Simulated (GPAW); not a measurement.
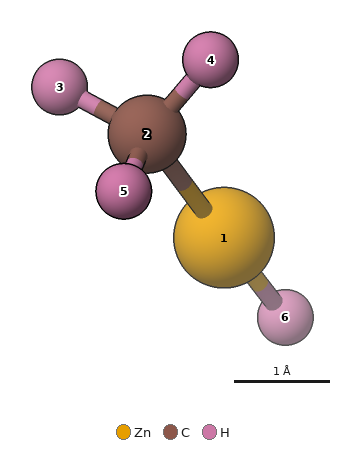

Fig. 1: The structure as given in the input (ball-and-stick view, seen at an oblique angle; atoms are numbered from 1 in the order of the input). Sticks mark near contacts. Bond lengths as drawn: C–H 1.09 Å, C–Zn 2.01 Å and H–Zn 1.54 Å.

## Property calculation of CH4Zn

The run: property calculation of CH4Zn, SMILES [H][Zn][CH3]. Method and program: PBE/dzp, scalar-relativistic datasets (GPAW 26.7.0).

The geometry comes from this level: GFN2-xTB.

## The program's output
```
__  _  _
 | _ |_)|_||  |
 |__||  | ||/\| - 26.7.0

units:  Angstrom and eV
cores:  1
OpenMP: False

Versions:
  Python: 3.12.14
  ASE:    3.29.0
  Numpy:  2.5.5
  Scipy:  1.18.1
  Libxc:  7.0.0

        _gpaw.cpython-312-aarch64-linux-gnu.so

Input parameters:
  mode=LCAO(),
  basis={'default': 'dzp'},
  h=0.18,
  maxiter=150,
  xc=XC(name='PBE')
        .-------------------------.
       /|                         |
      / |                         |
     /  |                         |
    /   |                         |
   /    |                         |
  /     |                         |
 *      |                         |
 |      |       H                 |
 |      |          H              |
 |      |      H C                |
 |      |                         |
 |      |        Zn               |
 |      |                         |
 |      |        H                |
 |      |                         |
 |      .-------------------------.
 |     /                         /
 |    /                         /
 |   /                         /
 |  /                         /
 | /                         /
 |/                         /
 *-------------------------*

Atoms  # Å, Bohr magnetons
|   | symbol |        x |        y |        z |    initial magnetic moments |
|---|--------|----------|----------|----------|-----------------------------|
| 0 |     Zn | 5.038080 | 5.351160 | 6.041240 | ( 0.0000,  0.0000,  0.0000) |
| 1 |      C | 5.054200 | 5.338920 | 8.048330 | ( 0.0000,  0.0000,  0.0000) |
| 2 |      H | 4.616240 | 6.235060 | 8.480250 | ( 0.0000,  0.0000,  0.0000) |
| 3 |      H | 6.060510 | 5.267340 | 8.452830 | ( 0.0000,  0.0000,  0.0000) |
| 4 |      H | 4.500000 | 4.500000 | 8.462380 | ( 0.0000,  0.0000,  0.0000) |
| 5 |      H | 5.043400 | 5.337850 | 4.500000 | ( 0.0000,  0.0000,  0.0000) |

Unit cell  # Å
| periodic |         x |         y |         z |   lengths |    angles |
|----------|-----------|-----------|-----------|-----------|-----------|
|       no | 10.560510 |  0.000000 |  0.000000 | 10.560510 | 90.000000 |
|       no |  0.000000 | 10.735060 |  0.000000 | 10.735060 | 90.000000 |
|       no |  0.000000 |  0.000000 | 12.980250 | 12.980250 | 90.000000 |

Number of symmetries: 1
Symmetry operations  # r_c * U_cc + t_c -> r_c
|   | kind |            matrix            |
|---|------|------------------------------|
| 0 |  E   |  1, 0, 0,  0, 1, 0,  0, 0, 1 |

BZ-sampling:
  Number of BZ points: 1
  Number of IBZ points: 1

  Monkhorst-Pack size: [1, 1, 1]
  Monkhorst-Pack shift: [0, 0, 0]

K-points  # in reciprocal-cell coordinates
|   |                                coordinates |     weight |
|---|--------------------------------------------|------------|
| 0 | (  0.00000000,   0.00000000,   0.00000000) | 1.00000000 |

basis functions: 54
Spin-components: 1 (collinear spins)
Bands:           16
Projectors:      23
Spin-degeneracy: 2
Datatype:        <class 'float'>

  Storage: CPU
  Wave functions: 6_912 bytes (6_912 per core)

Parallelization:
  kpt:    1
  domain: 1
  band:   1

Density:
  Valence electrons: 20.0
  Components: 1
  Grid points: [60 60 72]
  Charge: 0.0  # |e|

Potential:
  Grid points: [60 60 72]

species:
  Zn:
    name:    Zinc
    Z:       30.0
    valence: 12
    core:    18
    charge:  0.0  # [|e|]
    file:    Zn.PBE.gz
    compensation charges:
      type: gauss
      rc: 0.37  # [Å]
      lmax: 2
    cutoffs:
      filter: 2.14  # [Å]
      core: 2.28  # [Å]
    projectors
    | kind |    occ | energy [eV] | rcut [Å] |
    |------|--------|-------------|----------|
    |   4s |  2.000 |      -5.977 |    1.286 |
    |   4p |  0.000 |      -1.117 |    1.270 |
    |   3d | 10.000 |     -10.142 |    1.180 |
    |    s |        |      21.234 |    1.286 |
    |    p |        |      26.095 |    1.270 |
    |    d |        |      17.070 |    1.180 |

    LCAO basis set for Zn:
      Name: dzp
      File: Zn.dzp.basis.gz
      Number of radial functions: 7
      Number of spherical harmonics: 21
        l=0, rc=8.1562 Bohr: 4s-sz confined orbital
        l=1, rc=12.4062 Bohr: 4p-sz confined orbital
        l=2, rc=4.3594 Bohr: 3d-sz confined orbital
        l=0, rc=4.7188 Bohr: 4s-dz split-valence wave
        l=1, rc=7.4844 Bohr: 4p-dz split-valence wave
        l=2, rc=2.8125 Bohr: 3d-dz split-valence wave
        l=1, rc=8.1562 Bohr: p-type Gaussian polarization
      Number of RI-basis functions 0

  C:
    name:    Carbon
    Z:       6.0
    valence: 4
    core:    2
    charge:  0.0  # [|e|]
    file:    C.PBE.gz
    compensation charges:
      type: gauss
      rc: 0.20  # [Å]
      lmax: 2
    cutoffs:
      filter: 1.14  # [Å]
      core: 1.14  # [Å]
    projectors
    | kind |    occ | energy [eV] | rcut [Å] |
    |------|--------|-------------|----------|
    |   2s |  2.000 |     -13.751 |    0.635 |
    |   2p |  2.000 |      -5.284 |    0.635 |
    |    s |        |      13.461 |    0.635 |
    |    p |        |      21.927 |    0.635 |
    |    d |        |       0.000 |    0.635 |

    LCAO basis set for C:
      Name: dzp
      File: C.dzp.basis.gz
      Number of radial functions: 5
      Number of spherical harmonics: 13
        l=0, rc=5.5469 Bohr: 2s-sz confined orbital
        l=1, rc=6.6719 Bohr: 2p-sz confined orbital
        l=0, rc=3.0312 Bohr: 2s-dz split-valence wave
        l=1, rc=3.7500 Bohr: 2p-dz split-valence wave
        l=2, rc=6.6719 Bohr: d-type Gaussian polarization
      Number of RI-basis functions 0

  H:
    name:    Hydrogen
    Z:       1.0
    valence: 1
    core:    0
    charge:  0.0  # [|e|]
    file:    H.PBE.gz
    compensation charges:
      type: gauss
      rc: 0.15  # [Å]
      lmax: 2
    cutoffs:
      filter: 0.85  # [Å]
      core: 0.53  # [Å]
    projectors
    | kind |    occ | energy [eV] | rcut [Å] |
    |------|--------|-------------|----------|
    |   1s |  1.000 |      -6.494 |    0.476 |
    |    s |        |      20.717 |    0.476 |
    |    p |        |       0.000 |    0.476 |

    LCAO basis set for H:
      Name: dzp
      File: H.dzp.basis.gz
      Number of radial functions: 3
      Number of spherical harmonics: 5
        l=0, rc=6.4219 Bohr: 1s-sz confined orbital
        l=0, rc=3.6094 Bohr: 1s-dz split-valence wave
        l=1, rc=6.4219 Bohr: p-type Gaussian polarization
      Number of RI-basis functions 0

Reference energy: -49938.915417  # eV

eigensolver:
  <gpaw.new.lcao.eigensolver.LCAOEigensolver object at 0xf84311a33410>
density mixing:
  MSR1-Mixer
  Pratt-step length: 0.05
  Maximum mixing coefficient: 0.75
  Old densities: 10
  SVD Regularization: 0.005
  Good broyden scale: 1.0
  Trust region scale: 1.0
  Backstep threshold: 4.0
  History deletion threshold: 6.0
  Fourier metric: weight=20.0, sigma=0.015

occupation numbers:
  # Zero width

FastPoissonSolver using
    Stencil: 6*3+1=19 point O(h^6) finite-difference Laplacian
    FFT axes: []
    FST axes: [np.int64(0), np.int64(1), np.int64(2)]

xc functional:
  name: PBE with 2 nearest neighbor stencil
interpolation: tri-quintic # 5. degree polynomial

        .-------------------------.
       /|                         |
      / |                         |
     /  |                         |
    /   |                         |
   /    |                         |
  /     |                         |
 *      |                         |
 |      |       H                 |
 |      |          H              |
 |      |      H C                |
 |      |                         |
 |      |        Zn               |
 |      |                         |
 |      |        H                |
 |      |                         |
 |      .-------------------------.
 |     /                         /
 |    /                         /
 |   /                         /
 |  /                         /
 | /                         /
 |/                         /
 *-------------------------*

Atoms  # Å, Bohr magnetons
|   | symbol |        x |        y |        z |    initial magnetic moments |
|---|--------|----------|----------|----------|-----------------------------|
| 0 |     Zn | 5.038080 | 5.351160 | 6.041240 | ( 0.0000,  0.0000,  0.0000) |
| 1 |      C | 5.054200 | 5.338920 | 8.048330 | ( 0.0000,  0.0000,  0.0000) |
| 2 |      H | 4.616240 | 6.235060 | 8.480250 | ( 0.0000,  0.0000,  0.0000) |
| 3 |      H | 6.060510 | 5.267340 | 8.452830 | ( 0.0000,  0.0000,  0.0000) |
| 4 |      H | 4.500000 | 4.500000 | 8.462380 | ( 0.0000,  0.0000,  0.0000) |
| 5 |      H | 5.043400 | 5.337850 | 4.500000 | ( 0.0000,  0.0000,  0.0000) |

Unit cell  # Å
| periodic |         x |         y |         z |   lengths |    angles |
|----------|-----------|-----------|-----------|-----------|-----------|
|       no | 10.560510 |  0.000000 |  0.000000 | 10.560510 | 90.000000 |
|       no |  0.000000 | 10.735060 |  0.000000 | 10.735060 | 90.000000 |
|       no |  0.000000 |  0.000000 | 12.980250 | 12.980250 | 90.000000 |

Number of symmetries: 1
Symmetry operations  # r_c * U_cc + t_c -> r_c
|   | kind |            matrix            |
|---|------|------------------------------|
| 0 |  E   |  1, 0, 0,  0, 1, 0,  0, 0, 1 |

BZ-sampling:
  Number of BZ points: 1
  Number of IBZ points: 1

  Monkhorst-Pack size: [1, 1, 1]
  Monkhorst-Pack shift: [0, 0, 0]

K-points  # in reciprocal-cell coordinates
|   |                                coordinates |     weight |
|---|--------------------------------------------|------------|
| 0 | (  0.00000000,   0.00000000,   0.00000000) | 1.00000000 |

basis functions: 54
Spin-components: 1 (collinear spins)
Bands:           16
Projectors:      23
Spin-degeneracy: 2
Datatype:        <class 'float'>

  Storage: CPU
  Wave functions: 6_912 bytes (6_912 per core)

Parallelization:
  kpt:    1
  domain: 1
  band:   1

Density:
  Valence electrons: 20.0
  Components: 1
  Grid points: [60 60 72]
  Charge: 0.0  # |e|

Potential:
  Grid points: [60 60 72]

species:
  Zn:
    name:    Zinc
    Z:       30.0
    valence: 12
    core:    18
    charge:  0.0  # [|e|]
    file:    Zn.PBE.gz
    compensation charges:
      type: gauss
      rc: 0.37  # [Å]
      lmax: 2
    cutoffs:
      filter: 2.14  # [Å]
      core: 2.28  # [Å]
    projectors
    | kind |    occ | energy [eV] | rcut [Å] |
    |------|--------|-------------|----------|
    |   4s |  2.000 |      -5.977 |    1.286 |
    |   4p |  0.000 |      -1.117 |    1.270 |
    |   3d | 10.000 |     -10.142 |    1.180 |
    |    s |        |      21.234 |    1.286 |
    |    p |        |      26.095 |    1.270 |
    |    d |        |      17.070 |    1.180 |

    LCAO basis set for Zn:
      Name: dzp
      File: Zn.dzp.basis.gz
      Number of radial functions: 7
      Number of spherical harmonics: 21
        l=0, rc=8.1562 Bohr: 4s-sz confined orbital
        l=1, rc=12.4062 Bohr: 4p-sz confined orbital
        l=2, rc=4.3594 Bohr: 3d-sz confined orbital
        l=0, rc=4.7188 Bohr: 4s-dz split-valence wave
        l=1, rc=7.4844 Bohr: 4p-dz split-valence wave
        l=2, rc=2.8125 Bohr: 3d-dz split-valence wave
        l=1, rc=8.1562 Bohr: p-type Gaussian polarization
      Number of RI-basis functions 0

  C:
    name:    Carbon
    Z:       6.0
    valence: 4
    core:    2
    charge:  0.0  # [|e|]
    file:    C.PBE.gz
    compensation charges:
      type: gauss
      rc: 0.20  # [Å]
      lmax: 2
    cutoffs:
      filter: 1.14  # [Å]
      core: 1.14  # [Å]
    projectors
    | kind |    occ | energy [eV] | rcut [Å] |
    |------|--------|-------------|----------|
    |   2s |  2.000 |     -13.751 |    0.635 |
    |   2p |  2.000 |      -5.284 |    0.635 |
    |    s |        |      13.461 |    0.635 |
    |    p |        |      21.927 |    0.635 |
    |    d |        |       0.000 |    0.635 |

    LCAO basis set for C:
      Name: dzp
      File: C.dzp.basis.gz
      Number of radial functions: 5
      Number of spherical harmonics: 13
        l=0, rc=5.5469 Bohr: 2s-sz confined orbital
        l=1, rc=6.6719 Bohr: 2p-sz confined orbital
        l=0, rc=3.0312 Bohr: 2s-dz split-valence wave
        l=1, rc=3.7500 Bohr: 2p-dz split-valence wave
        l=2, rc=6.6719 Bohr: d-type Gaussian polarization
      Number of RI-basis functions 0

  H:
    name:    Hydrogen
    Z:       1.0
    valence: 1
    core:    0
    charge:  0.0  # [|e|]
    file:    H.PBE.gz
    compensation charges:
      type: gauss
      rc: 0.15  # [Å]
      lmax: 2
    cutoffs:
      filter: 0.85  # [Å]
      core: 0.53  # [Å]
    projectors
    | kind |    occ | energy [eV] | rcut [Å] |
    |------|--------|-------------|----------|
    |   1s |  1.000 |      -6.494 |    0.476 |
    |    s |        |      20.717 |    0.476 |
    |    p |        |       0.000 |    0.476 |

    LCAO basis set for H:
      Name: dzp
      File: H.dzp.basis.gz
      Number of radial functions: 3
      Number of spherical harmonics: 5
        l=0, rc=6.4219 Bohr: 1s-sz confined orbital
        l=0, rc=3.6094 Bohr: 1s-dz split-valence wave
        l=1, rc=6.4219 Bohr: p-type Gaussian polarization
      Number of RI-basis functions 0

Reference energy: -49938.915417  # eV

eigensolver:
  <gpaw.new.lcao.eigensolver.LCAOEigensolver object at 0xf8430f70dc70>
density mixing:
  MSR1-Mixer
  Pratt-step length: 0.05
  Maximum mixing coefficient: 0.75
  Old densities: 10
  SVD Regularization: 0.005
  Good broyden scale: 1.0
  Trust region scale: 1.0
  Backstep threshold: 4.0
  History deletion threshold: 6.0
  Fourier metric: weight=20.0, sigma=0.015

occupation numbers:
  # Zero width

FastPoissonSolver using
    Stencil: 6*3+1=19 point O(h^6) finite-difference Laplacian
    FFT axes: []
    FST axes: [np.int64(0), np.int64(1), np.int64(2)]

xc functional:
  name: PBE with 2 nearest neighbor stencil
interpolation: tri-quintic # 5. degree polynomial

Initialization done in: 3.200 s

convergence criteria:
- Maximum [total energy] change in last 3 cyles: 0.0005 eV / valence electron
- Maximum integral of absolute [dens]ity change: 0.0001 electrons / valence electron
- Maximum integral of absolute [eigenst]ate change: 4e-08 eV^2 / valence electron
maximum number of iterations: 150

SCF iterations
|iter     |     time |      energy | eigst |  dens |
|---------|----------|-------------|-------|-------|
|iter:   1| 00:00:03 |  -24.532609 |      c|       |
|iter:   2| 00:00:03 |  -24.074887 |      c| -0.84 |
|iter:   3| 00:00:04 |  -22.364892 |      c| -0.88 |
|iter:   4| 00:00:04 |  -22.349826 |      c| -1.58 |
|iter:   5| 00:00:05 |  -22.347497 |      c| -2.01 |
|iter:   6| 00:00:05 |  -22.347573c|      c| -2.60 |
|iter:   7| 00:00:06 |  -22.347584c|      c| -3.16 |
|iter:   8| 00:00:06 |  -22.347585c|      c| -3.69 |
|iter:   9| 00:00:07 |  -22.347585c|      c| -4.42c|

Converged in 9 steps
SCF loop duration: 4.056 s (0.451 s/step)
Energy contributions relative to reference atoms: (reference = -49938.915417)

Energy contributions:
  Kinetic:          15.016762
  Coulomb:         -16.718241
  Zero:              0.075866
  External:          0.000000
  Xc:              -20.721972
  Entropy:           0.000000
  Spinorbit:         0.000000
  ----------------------------
  Free energy:     -22.347585
  Extrapolated:    -22.347585

dipole moment: (-0.003181, 0.004167, 0.082791)  # |e|*Ang

Fermi level: -3.571
Eigenvalues  # (at kpt = [0.000, 0.000, 0.000])
| band index |      eig [eV] | occ [0-2] |
|------------|---------------|-----------|
|          0 |       -16.413 |     2.000 |
|        ... |               |           |
|          2 |       -10.594 |     2.000 |
|          3 |       -10.593 |     2.000 |
|          4 |       -10.534 |     2.000 |
|          5 |       -10.534 |     2.000 |
|          6 |        -9.000 |     2.000 |
|          7 |        -8.998 |     2.000 |
|          8 |        -7.948 |     2.000 |
|          9 |        -6.278 |     2.000 |
|         10 |        -0.863 |     0.000 |
|         11 |        -0.860 |     0.000 |
|         12 |         0.230 |     0.000 |
|         13 |         2.388 |     0.000 |
|         14 |         3.086 |     0.000 |
|         15 |         3.088 |     0.000 |

Gap: 5.416 eV
Transition (v -> c):
  (s=0, k=0, n=9, [0.00, 0.00, 0.00]) -> (s=0, k=0, n=10, [0.00, 0.00, 0.00])
No difference between direct/indirect transitions
vacuum-level: 0.000  # V
Energy                  -22.34758 eV

Forces  # eV/Ang
|        x |        y |        z |
|----------|----------|----------|
|  0.02991 | -0.03423 |  1.02640 |  # Zn   0
| -0.05441 |  0.00706 | -1.78740 |  # C    1
| -0.42398 |  0.86497 |  0.21582 |  # H    2
|  0.97775 | -0.07142 |  0.19249 |  # H    3
| -0.53381 | -0.79758 |  0.19648 |  # H    4
| -0.00849 |  0.01072 |  0.10424 |  # H    5

Force computation time: 0.190  # s
Forces (eV/Ang)
Zn    0.0299   -0.0342    1.0264
C    -0.0544    0.0071   -1.7874
H    -0.4240    0.8650    0.2158
H     0.9778   -0.0714    0.1925
H    -0.5338   -0.7976    0.1965
H    -0.0085    0.0107    0.1042
Dipole: 0.398 D
HOMO                    -6.278 eV
LUMO: -0.863 eV
Gap: 5.416 eV
```

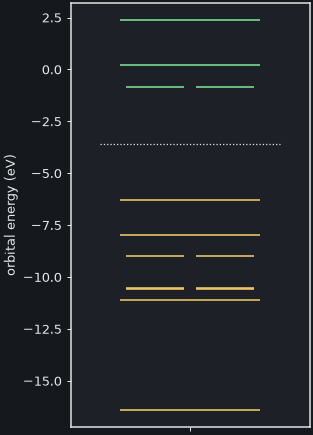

Fig. 2: Orbital energies near the frontier; the dotted line parts filled from empty levels, and levels within 0.02 eV of each other stand side by side. Highest filled −6.28 eV, lowest empty −0.86 eV, 5.42 eV apart.

The run was set up as follows.

## Input file (run.py)
```python
import numpy as np
from ase.io import read
from ase.units import Debye
from gpaw import GPAW

# Atomic positions
molecule = read('gs.xyz')
molecule.center(vacuum=4.5)

# Calculator
calc = GPAW(mode='lcao', basis='dzp', h=0.18, xc='PBE', maxiter=150, txt='-')
molecule.calc = calc

energy = molecule.get_potential_energy()
print(f'Energy                  {energy:.5f} eV')
forces = molecule.get_forces()
print('Forces (eV/Ang)')
for symbol, f in zip(molecule.symbols, forces):
    print(f'{symbol:2} {f[0]:9.4f} {f[1]:9.4f} {f[2]:9.4f}')
dipole = molecule.get_dipole_moment() / Debye
print(f'Dipole: {np.linalg.norm(dipole):.3f} D')
homo, lumo = calc.get_homo_lumo()
print(f'HOMO                    {homo:.3f} eV')
print(f'LUMO: {lumo:.3f} eV')
print(f'Gap: {lumo - homo:.3f} eV')
```

## File gs.xyz
```
6

Zn    -0.013990     0.012770    -1.289600
C      0.002130     0.000530     0.717490
H     -0.435830     0.896670     1.149410
H      1.008440    -0.071050     1.121990
H     -0.552070    -0.838390     1.131540
H     -0.008670    -0.000540    -2.830840
```

Command:
```bash
python3 run.py
```

## Summary

| quantity | value |
| --- | --- |
| outcome | converged |
| energy relative to the program's reference atoms | −22.3476 eV |
| basis functions | 54 |
| largest force | 1.788 eV/Å |
| HOMO | −6.28 eV |
| LUMO | −0.86 eV |
| dipole moment | 0.40 D |
| hardware | 1 thread of Arm Neoverse V2, 24 GiB of memory available, shared host |
| wall time | 7.9 s |
| peak memory | 0.65 GiB |
